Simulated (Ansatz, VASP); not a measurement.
# Cross-check of SrO between VASP and Ansatz

Aim: how closely do two programs agree when they are given the same cell, functional and k mesh? Valence electrons are named where the data sets of a main pair hold unlike numbers.

Calculated with Ansatz 0.2.0; plane waves, with VASP 6.6.1 beside it; band structure at r2SCANh with an exact-exchange share of 0.1 and band structure at B3LYP with an exact-exchange share of 0.2.

## (1) The starting structure

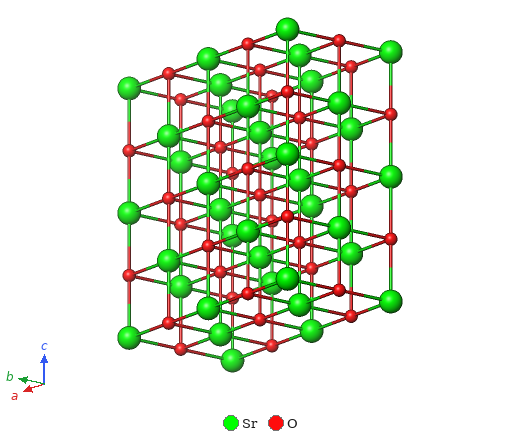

The cell as given, from a free direction (strontium green, oxygen red). 2×1×2 cells are drawn. This picture shows the conventional cell, with its axes. Some periodic images of atoms are drawn too.

Coordinates:

```cif
data_structure
_symmetry_space_group_name_H-M 'P 1'
_symmetry_Int_Tables_number 1
_cell_length_a 3.6496
_cell_length_b 3.6496
_cell_length_c 3.6496
_cell_angle_alpha 60.000
_cell_angle_beta 60.000
_cell_angle_gamma 60.000
_cell_volume 34.37
loop_
_atom_site_label
_atom_site_type_symbol
_atom_site_fract_x
_atom_site_fract_y
_atom_site_fract_z
_atom_site_occupancy
Sr1 Sr 0.00000 0.00000 0.00000 1
O2 O 0.50000 0.50000 0.50000 1
```

## (2) Ansatz: band structure, r2SCANh with an exact-exchange share of 0.1

Ansatz runs on its default PAW (the set named soft_2) files.

The same path points are solved in both programs, so levels can be compared one by one.

File input.yaml:

```yaml
crystal:
  lattice:
    - [0.0, 2.58066, 2.58066]
    - [2.58066, 0.0, 2.58066]
    - [2.58066, 2.58066, 0.0]
  atoms:
    - { symbol: Sr, position: [0.0, 0.0, 0.0] }
    - { symbol: O, position: [0.5, 0.5, 0.5] }
hamiltonian:
  xc: r2scanh
  pseudopotentials: { kind: paw }
kpoints:
  mp_grid: { grid: [5, 5, 5] }
  band_path:
    path:
      - [0.0, 0.0, 0.0]
      - [0.5, 0.0, 0.5]
      - [0.5, 0.2, 0.7]
      - [0.4, 0.35, 0.75]
      - [0.15, 0.15, 0.3]
      - [0.2, 0.2, 0.2]
      - [0.55, 0.4, 0.55]
      - [0.6, 0.25, 0.65]
      - [0.5, 0.25, 0.75]
      - [0.5, 0.5, 0.5]
      - [0.375, 0.375, 0.75]
      - [0.5, 0.0, 0.5]
    npoints: 1
scf:
  occupations: { method: gaussian, width: 0.02 }
  n_extra_bands: 7
output:
  forces: true
  stress: true
  eigenvalues: true
```

Started as:

```sh
> ansatz run input.yaml --threads 4 --pin off --max-ram 9216MiB --backend cpu --events-out ev --progress --plain --runs-dir out
```

Numbers of over 12 decimals in the logs are rounded to 6 here.

Output:

```text
Warning: output.stress: scf.convergence.dr2_threshold = 1e-7 eV (the SCF's general default) is looser than the 2e-10 eV advised for a printed stress (1e-10 eV for each atom of the cell: 2). What an SCF threshold leaves in a stress goes as its square root, and in the free energy as the threshold itself, and one threshold admits the most on a small cell: [figures from the program's tests cut] Set scf.convergence.dr2_threshold to 2e-10 eV or tighter. The threshold is an SCF's pass mark: one that does not reach it within its budget of iterations ends unconverged, or closes short of it on a stop that the run arms, and scf.convergence.dr2_threshold's page says what that costs each kind of run
Warning: output.stress: scf.exx.energy_threshold = 1e-6 eV is looser than the 2e-8 eV advised for a stress under a hybrid functional (1e-8 eV for each atom of the cell: 2). Every SCF of the exchange loop can meet its threshold on dr2 while the loop round them stops early: no threshold on dr2 bounds what that leaves in the stress. Set scf.exx.energy_threshold to 2e-8 eV or tighter. The threshold is the loop's pass mark: a loop that does not reach it within its budget of cycles ends unconverged, and scf.exx.energy_threshold's page has the law
scf.n_extra_bands = 7 over 8 filled bands (N_el = 16.0): the run solves 15 bands
Engine: ansatz 0.2.0, aarch64-unknown-linux-gnu
Pseudopotentials: kind: paw
Pseudopotential: Sr, paw, valence charge 10, recommended cutoff 500 eV (meta_gga), Sr.paw.azcp
Pseudopotential: O, paw, valence charge 6, recommended cutoff 500 eV (meta_gga), O.paw.azcp
Functional definition: r2SCANh
  parameter a = 0.1
  parameter k0 = 0.174
  parameter k1 = 0.065
  parameter a1 = 4.9479
  exchange = (1 - a)*r2scan_x(k0 = k0, k1 = k1, a1 = a1) + a*exact_x
  correlation = r2scan_c
Crystal: 2 atoms, lattice volume = 34.373 Å³
Basis set: ecut = 500 eV, 893 PW (Γ), exchange–correlation on 108×108×108 points (64 copies of the dense FFT grid, shifted against one another)
Bands: 15, of which v1, the nominal top of the filled ones, is band 8 counted from 1 (7 counted from 0)
Symmetry: 48 space group operations
Space group: Fm-3m (ITA 225), of the structure as read, at distance tolerance 3.3e-5 Å
k-points: 10 of 125
Non-local potential: Sr, projectors of the file, l = 0: 3, l = 1: 2, l = 2: 2
Non-local potential: O, projectors of the file, l = 0: 2, l = 1: 2, l = 2: 1
PAW form: soft (Blöchl's): semilocal exchange-correlation on the pseudo side does not see the compensation charge
PAW frozen core: Sr, regenerated for the run's functional, and the local potential with it (the file was generated under x = pbe(κ = 0.804, μ = 0.219515), c = pbe(β = 0.066725))
PAW frozen core: O, regenerated for the run's functional, and the local potential with it (the file was generated under x = pbe(κ = 0.804, μ = 0.219515), c = pbe(β = 0.066725))
PAW one-centre angular grid: Sr, 302 points (default); XC on 160 Gauss nodes
PAW one-centre angular grid: O, 302 points (default); XC on 160 Gauss nodes
Initial density: superposition of atomic densities (neutral atoms: chi_scale 0, normalization atom), corrected by the library's trained network
Initial wavefunctions: pseudopotential atomic-orbital guess
Functional: x = r2scan, c = r2scan; τ floored in thin density (d = 2e-4 eV/Å³), warm-up for x = 0.9 r2scan + 0.1 exact, c = r2scan; τ floored in thin density (d = 2e-4 eV/Å³)
SCF iter   1: F=—  HF=-4126.976032 eV  |F-HF|=—  |Δ(HF+E_count)|=         —  Δρ=8.16e-3  dr2=3.08e-2  dr2_τ=5.49e-2  ethr=1.77e-3  ⟨swp⟩=8.3  Hψ=788  notcnv=0
preconditioner: auto → none  [insulator: Δε(μ)=4.233 eV  Ē_g=19.329 eV  σ=0.020 eV  W_gap=1.00  n_scr=8 (ndim 8)  ℏωp=23.7 eV  f_vac=0.000  D(μ)=0.00/eV (n_scr^D=0)]
SCF iter   2: F=—  HF=-4127.057517 eV  |F-HF|=—  |Δ(HF+E_count)|=   8.15e-2  Δρ=8.00e-3  dr2=1.21e-2  dr2_τ=3.18e-3  ethr=1.92e-4  ⟨swp⟩=4.0  Hψ=444  notcnv=0  defer=1
iter 3 solved again at ethr=6.46e-6 eV; its pass at ethr=7.53e-5 eV (dr2=1.03e-3 eV) is discarded
SCF iter   3: F=-4127.054802 eV  HF=-4127.055083 eV  |F-HF|=2.81e-4  |Δ(HF+E_count)|=   2.43e-3  Δρ=2.33e-3  dr2=1.04e-3  dr2_τ=1.15e-4  ethr=6.46e-6  ⟨swp⟩=2.0  Hψ=576  notcnv=0
SCF 1 stopped early in 3 iterations: F = -4127.054802 eV  dr2 = 1.04e-3
  greatest PAW one-centre occupation: 0.988 electrons in one spin orbital (limit 2), on the Sr atom at site 0 (counted from 0), in its partial waves of l = 0
Initial density: handed on by an earlier stage of this run
Initial wavefunctions: those handed on with the density
Functional: x = 0.9 r2scan + 0.1 exact, c = r2scan; τ floored in thin density (d = 2e-4 eV/Å³)
Frozen-core exchange: fock
SCF iter   1: F=—  HF=-4126.766156 eV  |F-HF|=—  |Δ(HF+E_count)|=         —  Δρ=4.03e-3  dr2=7.28e-3  dr2_τ=2.07e-4  ethr=6.48e-5  ⟨swp⟩=4.2  Hψ=461  notcnv=0
preconditioner: auto → none  [insulator: Δε(μ)=4.887 eV  Ē_g=20.311 eV  σ=0.020 eV  W_gap=1.00  n_scr=8 (ndim 8)  ℏωp=23.7 eV  f_vac=0.000  D(μ)=0.00/eV (n_scr^D=0)]
SCF iter   2: F=—  HF=-4126.764322 eV  |F-HF|=—  |Δ(HF+E_count)|=   1.83e-3  Δρ=1.44e-3  dr2=3.73e-4  dr2_τ=4.55e-5  ethr=4.14e-5  ⟨swp⟩=2.8  Hψ=314  notcnv=0
SCF iter   3: F=—  HF=-4126.764481 eV  |F-HF|=—  |Δ(HF+E_count)|=   1.59e-4  Δρ=1.97e-4  dr2=1.20e-5  dr2_τ=1.00e-6  ethr=2.24e-6  ⟨swp⟩=2.7  Hψ=270  notcnv=0
SCF iter   4: F=—  HF=-4126.764482 eV  |F-HF|=—  |Δ(HF+E_count)|=   1.33e-6  Δρ=7.08e-5  dr2=9.58e-7  dr2_τ=1.34e-7  ethr=6.39e-8  ⟨swp⟩=3.2  Hψ=268  notcnv=0
SCF iter   5: F=—  HF=-4126.764484 eV  |F-HF|=—  |Δ(HF+E_count)|=   1.59e-6  Δρ=2.76e-5  dr2=2.57e-7  dr2_τ=3.22e-8  ethr=5.28e-9  ⟨swp⟩=3.0  Hψ=308  notcnv=0
SCF iter   6: F=-4126.764484 eV  HF=-4126.764484 eV  |F-HF|=2.71e-10  |Δ(HF+E_count)|=   5.71e-8  Δρ=2.02e-6  dr2=6.96e-9  dr2_τ=1.70e-10  ethr=1.56e-9  ⟨swp⟩=2.8  Hψ=284  notcnv=0
SCF 2 converged in 6 iterations: F = -4126.764484 eV  dr2 = 6.96e-9
  greatest PAW one-centre occupation: 0.989 electrons in one spin orbital (limit 2), on the Sr atom at site 0 (counted from 0), in its partial waves of l = 0
hybrid outer 1: dexx = +2.167e-4 eV, tail = 1.03e-7 eV
Frozen-core exchange: fock
SCF iter   1: F=—  HF=-4126.764486 eV  |F-HF|=—  |Δ(HF+E_count)|=         —  Δρ=5.76e-6  dr2=3.05e-9  dr2_τ=2.38e-9  ethr=3.22e-9  ⟨swp⟩=5.1  Hψ=466  notcnv=0
preconditioner: auto → none  [insulator: Δε(μ)=4.802 eV  Ē_g=20.283 eV  σ=0.020 eV  W_gap=1.00  n_scr=8 (ndim 8)  ℏωp=23.7 eV  f_vac=0.000  D(μ)=0.00/eV (n_scr^D=0)]
SCF iter   2: F=-4126.764486 eV  HF=-4126.764486 eV  |F-HF|=6.46e-11  |Δ(HF+E_count)|=  8.66e-10  Δρ=2.98e-6  dr2=8.72e-10  dr2_τ=1.08e-10  ethr=1.89e-11  ⟨swp⟩=3.0  Hψ=292  notcnv=0
SCF 3 converged in 2 iterations: F = -4126.764486 eV  dr2 = 8.72e-10
  Residual-converged pass: ⟨swp⟩=3.2  Hψ=261  notcnv=0  max |occ|·‖R‖ = 2.4e-6 eV (tolerance 2.4e-6 eV)  dr2=8.78e-10  dr2_τ=1.07e-10  dr2_onsite=1.29e-10  max |Δocc| = 0.0e0
hybrid outer 2: dexx = +6.834e-10 eV, tail = 2.22e-9 eV, Δε = 1.33e-4 eV (about 1.92e-5 eV left of the loop's levels)
NSCF: frozen V_eff on 12 k-points
hybrid SCF converged: 2 outer / 8 inner (+3 warm-up), last move |dexx| = 6.83e-10 eV, tail = 2.22e-9 eV
Stability not checked: this state was not tested for a lower state beside it, because the functional holds exact exchange (a hybrid, or Hartree-Fock), whose exchange loop this test does not read (fock_operator; see scf.lower_state_search)
Free energy (F): -4126.764486 eV
Frozen-core exchange: fock
Harris-Foulkes:  -4126.764486 eV  (|F-HF|=6.46e-11)
Internal energy: -4126.764486 eV  (E = F + TS)
E sigma→0 (E₀):  -4126.764486 eV
Fermi energy:    9.349180 eV
--- Per-component energies (eV) ---
  E_band       = -83.833138
  E_kinetic    = 424.298667
  E_local      = -869.793858  (includes V_loc(G=0)·N_el)
  E_nonlocal   = 248.497602
  E_hartree    = 236.839038
  E_xc         = -217.417135
  E_vxc        = -259.055478  (∫ρ·V_xc dr)
  E_exx        = -19.842039  (= α·E_x^exact, valence–valence)
  E_paw        = -2876.813347  (= ΣΔE_a)
  E_vpaw       = -75.932768  (= ΣTr[D̂ρ^β])
  E_aug_tail   = 0.001089  (compensation charges beyond the density's cutoff)
  E_vtau       = 14.157726  (kinetic-family band-sum trace: ∫τ·v_τ [+ j·A + Jᵃ·Aᵃ] dr)
  E_ewald      = -1052.229361
  E_core_change = -0.305141  (= ΣΔE_core)
  E_smearing   = -0.000000  (= −TS)
  E_closure    = -0.000000  (closes the sum)
  Σ components = -4126.764486   (vs F -4126.764486, Δ=0.00e0)
--- Forces (eV/Å), atoms counted from 1 ---
  atom   1  Sr     0.00000000    -0.00000000    -0.00000000
  atom   2  O      0.00000000    -0.00000000     0.00000000
  max |Σ_I F_I| component: 1.30e-29 eV/Å
--- Stress (GPa, compression-positive) ---
       -0.593298       0.000000       0.000000
        0.000000      -0.593298      -0.000000
        0.000000       0.000000      -0.593298
  P = ⅓ Tr σ = -0.5933 GPa (-5.933 kbar)
--- Band table (eV; the first three rows and the last of 10) ---
  k-point 0: bands = [... 4 lower, -7.6535, 6.9480, 6.9480, 6.9480, 12.3004, 14.6510, 14.6510, 14.6510, ... 3 higher]
  k-point 1: bands = [... 4 lower, -7.2357, 6.0396, 6.5189, 6.5189, 13.8595, 14.3735, 15.4238, 15.4238, ... 3 higher]
  k-point 2: bands = [... 4 lower, -6.7960, 4.9688, 5.9248, 5.9248, 14.7701, 16.2869, 17.0512, 17.0512, ... 3 higher]
  k-point 9: bands = [... 4 lower, -7.2563, 5.7811, 6.2501, 6.5615, 13.6233, 15.4186, 17.2903, 18.9136, ... 3 higher]
```

Run time: 13 s. Hardware: 4 threads of Arm Neoverse V2, shared host; peak memory 0.74 GiB; 45 s of CPU time.

In the SCF lines HF is the Harris–Foulkes energy and dr2 the Hartree energy of the density residual, in eV; the loop may stop once dr2 is under the threshold and the program's other checks hold. Hψ counts applications of the Hamiltonian.

## (3) VASP: band structure, r2SCANh with an exact-exchange share of 0.1

The same cell, functional, mesh and smearing now go to VASP, with its own data sets.

Lines of VASP's logs that name or quote its potential files are left out, and so is its time.

The run reads the wave functions of an earlier VASP run, which isn't shown here.

File INCAR:

```
SYSTEM = SrO
PREC = Accurate
ENCUT = 520
EDIFF = 1E-06
NELM = 100
ISMEAR = 0
SIGMA = 0.02
LREAL = .FALSE.
ALGO = Normal
LHFCALC = .TRUE.
AEXX = 0.1
METAGGA = R2SCAN
LASPH = .TRUE.
NBANDS = 14
PRECFOCK = Fast
HFRCUT = -1
LORBIT = 11
LWAVE = .FALSE.
LCHARG = .FALSE.
KPAR = 4
```

File POSCAR:

```
SrO
1.0
    0.0000000000      2.5806600000      2.5806600000
    2.5806600000      0.0000000000      2.5806600000
    2.5806600000      2.5806600000      0.0000000000
Sr O
1 1
Direct
    0.0000000000      0.0000000000      0.0000000000
    0.5000000000      0.5000000000      0.5000000000
```

File KPOINTS:

```
Automatic mesh
0
Gamma
5 5 5
0 0 0
```

File KPOINTS_OPT:

```
Line mode
6
Line-mode
Reciprocal
  0.00000000   0.00000000   0.00000000 GAMMA
  0.50000000   0.00000000   0.50000000 X

  0.50000000   0.00000000   0.50000000 X
  0.50000000   0.25000000   0.75000000 W

  0.50000000   0.25000000   0.75000000 W
  0.37500000   0.37500000   0.75000000 K

  0.37500000   0.37500000   0.75000000 K
  0.00000000   0.00000000   0.00000000 GAMMA

  0.00000000   0.00000000   0.00000000 GAMMA
  0.50000000   0.50000000   0.50000000 L

  0.50000000   0.50000000   0.50000000 L
  0.62500000   0.25000000   0.62500000 U

  0.62500000   0.25000000   0.62500000 U
  0.50000000   0.25000000   0.75000000 W

  0.50000000   0.25000000   0.75000000 W
  0.50000000   0.50000000   0.50000000 L

  0.50000000   0.50000000   0.50000000 L
  0.37500000   0.37500000   0.75000000 K

  0.62500000   0.25000000   0.62500000 U
  0.50000000   0.00000000   0.50000000 X
```

The projector-augmented-wave data sets are Sr_sv and O (PBE family, release 64).

Started as:

```sh
> mpirun -np 4 vasp_std
```

Output:

```text
[banner, memory and clock lines left out]
running    4 mpi-ranks, on    1 nodes
 distrk:  each k-point on    1 cores,    4 groups
 distr:  one band on    1 cores,    1 groups

 POSCAR found type information on POSCAR SrO
 POSCAR found :  2 types and       2 ions
|                                                                             |
|               ----> ADVICE to this user running VASP <----                  |
|                                                                             |
|     You enforced a specific xc type in the INCAR file but a different       |
|     [... a line on the potential file left out ...]
|     I HOPE YOU KNOW WHAT YOU ARE DOING!                                     |
|                                                                             |

 LDA part: xc-table for (None), standard interpolation
 found WAVECAR, reading the header
 POSCAR, INCAR and KPOINTS ok, starting setup
 FFT: planning ... GRIDC
 FFT: planning ... GRID_SOFT
 FFT: planning ... GRID
 HFRCUT set to (new)   10.085124
 reading WAVECAR
 the WAVECAR file was read successfully
 initial charge from wavefunction
 entering main loop
       N       E                     dE             d eps       ncg     rms          rms(c)
DAV:   1    -0.266913162548E+02   -0.26691E+02   -0.41242E-01   280   0.786E+00    0.348E+00
DAV:   2    -0.266814761585E+02    0.98401E-02   -0.39687E-02   352   0.209E+00    0.154E+00
DAV:   3    -0.266821224826E+02   -0.64632E-03   -0.42995E-03   328   0.609E-01    0.869E-01
DAV:   4    -0.266819214535E+02    0.20103E-03   -0.72678E-04   328   0.252E-01    0.589E-01
DAV:   5    -0.266819224632E+02   -0.10097E-05   -0.13984E-04   322   0.121E-01    0.371E-01
DAV:   6    -0.266819305675E+02   -0.81043E-05   -0.35514E-05   322   0.674E-02    0.225E-01
DAV:   7    -0.266819397095E+02   -0.91420E-05   -0.13238E-05   316   0.414E-02    0.139E-01
DAV:   8    -0.266819445366E+02   -0.48271E-05   -0.43799E-06   316   0.239E-02    0.872E-02
DAV:   9    -0.266819468426E+02   -0.23061E-05   -0.14043E-06   224   0.137E-02    0.551E-02
DAV:  10    -0.266819478803E+02   -0.10376E-05   -0.62470E-07   176   0.990E-03    0.346E-02
DAV:  11    -0.266819483264E+02   -0.44614E-06   -0.22111E-07   176   0.596E-03
   1 F= -.26681948E+02 E0= -.26681948E+02  d E =-.410543E-14
 Start KPOINTS_OPT (optional k-point list driver)
k-point batch [1-10\60]
       N       E                     dE             ncg
DAV:   1    -0.887784751382E+03   -0.50481E+04      280
DAV:   2    -0.176361392723E+04   -0.87583E+03      378
DAV:   3    -0.181421572060E+04   -0.50602E+02      336
DAV:   4    -0.181528414703E+04   -0.10684E+01      398
DAV:   5    -0.181530477758E+04   -0.20631E-01      386
DAV:   6    -0.181530505783E+04   -0.28025E-03      398
DAV:   7    -0.181530506180E+04   -0.39743E-05      334
DAV:   8    -0.181530506186E+04   -0.61871E-07      212
[...]
k-point batch [51-60\60]
       N       E                     dE             ncg
DAV:   1    -0.978138828598E+03   -0.71618E+04      280
DAV:   2    -0.179524649029E+04   -0.81711E+03      372
DAV:   3    -0.183744584495E+04   -0.42199E+02      348
DAV:   4    -0.183867976658E+04   -0.12339E+01      464
DAV:   5    -0.183869991420E+04   -0.20148E-01      408
DAV:   6    -0.183870029006E+04   -0.37586E-03      458
DAV:   7    -0.183870029950E+04   -0.94423E-05      306
DAV:   8    -0.183870029979E+04   -0.28451E-06      310
```

From OUTCAR (step 3):

```text
ion  position               nearest neighbor table
   1  0.000  0.000  0.000-   2 2.58   2 2.58   2 2.58   2 2.58   2 2.58   2 2.58
   2  0.500  0.500  0.500-   1 2.58   1 2.58   1 2.58   1 2.58   1 2.58   1 2.58

  LATTYP: Found a face centered cubic cell.
 ALAT       =     5.1613200000

 Subroutine GETGRP returns: Found 48 space group operations
 (whereof 48 operations were pure point group operations)

The static configuration has the point symmetry O_h .

 Found     10 irreducible k-points:

   k-points           NKPTS =     10   k-points in BZ     NKDIM =    125   number of bands    NBANDS=     14

   dimension x,y,z NGX =    28 NGY =   28 NGZ =   28
   dimension x,y,z NGXF=    56 NGYF=   56 NGZF=   56

   ENCUT  =  520.0 eV  38.22 Ry    6.18 a.u.   6.79  6.79  6.79*2*pi/ulx,y,z

   NELECT =      16.0000    total number of electrons

 k-points in reciprocal lattice and weights: Automatic mesh
   0.00000000  0.00000000  0.00000000       0.008
   0.20000000  0.00000000  0.00000000       0.064
   0.40000000  0.00000000  0.00000000       0.064
   0.20000000  0.20000000  0.00000000       0.048
   0.40000000  0.20000000  0.00000000       0.192
  -0.40000000  0.20000000  0.00000000       0.192
  -0.20000000  0.20000000  0.00000000       0.096
   0.40000000  0.40000000  0.00000000       0.048
  -0.40000000  0.40000000  0.00000000       0.096
  -0.40000000  0.40000000  0.20000000       0.192

  exchange ACFDT corr.  =         0.00000000  see jH, gK, PRB 81, 115126

 average (electrostatic) potential at core
       1 -38.7006       2 -71.2421

 E-fermi :   0.8532

 k-point     1 :       0.0000    0.0000    0.0000
  band No.  band energies     occupation
    ...
      4     -13.9938      2.00000
      5     -13.9938      2.00000
      6       0.7533      2.00000
      7       0.7533      2.00000
      8       0.7533      2.00000
      9       6.0953      0.00000
     10       8.3936      0.00000
     11       8.3936      0.00000
     12       8.3936      0.00000
     13      10.7123      0.00000
    ...

 k-point     2 :       0.2000    0.0000    0.0000
  band No.  band energies     occupation
    ...
      4     -14.0202      2.00000
      5     -13.5496      2.00000
      6      -0.1650      2.00000
      7       0.3119      2.00000
      8       0.3119      2.00000
      9       7.6545      0.00000
     10       8.1418      0.00000
     11       9.1724      0.00000
     12       9.1724      0.00000
     13      11.7097      0.00000
    ...

 k-point     3 :       0.4000    0.0000    0.0000
  band No.  band energies     occupation
    ...
      4     -14.0616      2.00000
      5     -13.0921      2.00000
      6      -1.2489      2.00000
      7      -0.2952      2.00000
      8      -0.2952      2.00000
      9       8.5397      0.00000
     10      10.1086      0.00000
     11      10.7952      0.00000
     12      10.7952      0.00000
     13      13.7453      0.00000
    ...

  energy-cutoff  :      520.00
  volume of cell :       34.37
      direct lattice vectors                 reciprocal lattice vectors
     0.000000000  2.580660000  2.580660000    -0.193748886  0.193748886  0.193748886
     2.580660000  0.000000000  2.580660000     0.193748886 -0.193748886  0.193748886
     2.580660000  2.580660000  0.000000000     0.193748886  0.193748886 -0.193748886

 POSITION                                       TOTAL-FORCE (eV/Angst)
 -----------------------------------------------------------------------------------
      0.00000      0.00000      0.00000         0.000000      0.000000      0.000000
      2.58066      2.58066      2.58066         0.000000      0.000000      0.000000
 -----------------------------------------------------------------------------------
    total drift:                                0.000000     -0.000000     -0.000000

  FREE ENERGIE OF THE ION-ELECTRON SYSTEM (eV)
  ---------------------------------------------------
  free  energy   TOTEN  =       -26.6819483264 eV

  energy  without entropy=      -26.6819483264  energy(sigma->0) =      -26.68194833

 total charge
# of ion       s       p       d       tot
------------------------------------------
    1        2.013   5.909   0.226   8.148
    2        1.555   3.455   0.000   5.010
--------------------------------------------------
tot          3.569   9.364   0.226  13.158

[... 3 further parts left out ...]
```

The k-mesh is coarse for unscreened exact exchange, which converges slowly with it.

[end of part 1 of 2]

[Lines on the potential files, build, host, timing and source positions are cut from VASP's logs without a mark.]

[Logs are printed without paths, hosts, clocks, repeated set-up lines and the standing remarks that a program may print on its own settings, such as how far it seeks lower states.]

[Hosts, paths, dates, database ids (printed as entryN), source tags and the programs' standing remarks are cut or masked in the printed files.]
